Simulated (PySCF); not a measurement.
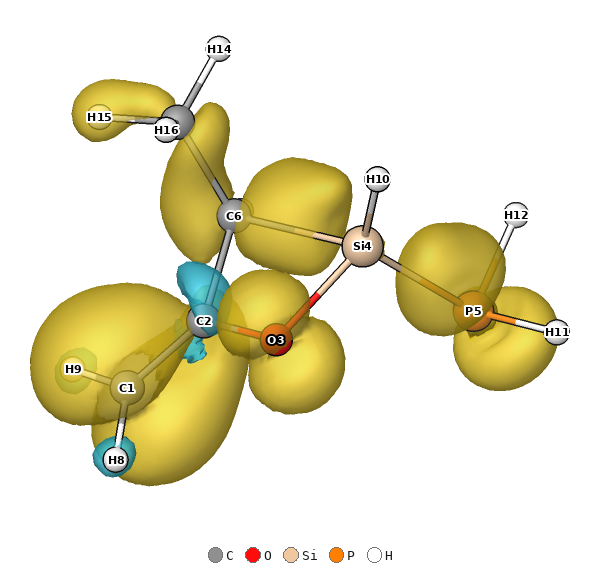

*C4H9OPSi (charge +1, doublet). Isosurfaces of the spin density at +0.015 (yellow) and −0.015 e/Å³ (cyan), seen at a tilt.*

Geometry: GFN2-xTB.

The calculation used UKS B3LYP, pcH-1 on C H O P Si, non-relativistic, mean-field spin-orbit, GIAO (PySCF 2.14.0, density-fitted response routines).

```xyz
16

C    -2.3332   -0.7771    0.2175
C    -1.0691   -0.4589    0.4742
O    -0.2888   -1.1046    1.4060
Si    1.1879   -0.5292    0.9252
P     1.9663   -1.8588   -0.7294
C    -0.1678    0.5682   -0.1104
C    -0.2342    1.9358    0.5095
H    -2.8365   -1.5350    0.7926
H    -2.8993   -0.2413   -0.5225
H     1.8158    0.1233    2.0673
H     2.8442   -2.5893    0.0710
H     2.9630   -1.0048   -1.2031
H    -0.1372    0.6028   -1.1972
H     0.6332    2.5370    0.2465
H    -1.1175    2.4470    0.1169
H    -0.3343    1.8939    1.5921
```

Question: Which atoms carry the spin?

Answer: The unpaired spin (1 electron) lies mostly on C1 (about 0.4), O3 (about 0.1), P5 (about 0.1), C6 (about 0.1) and C2 (about 0.1), in electrons by Hirshfeld's partition.
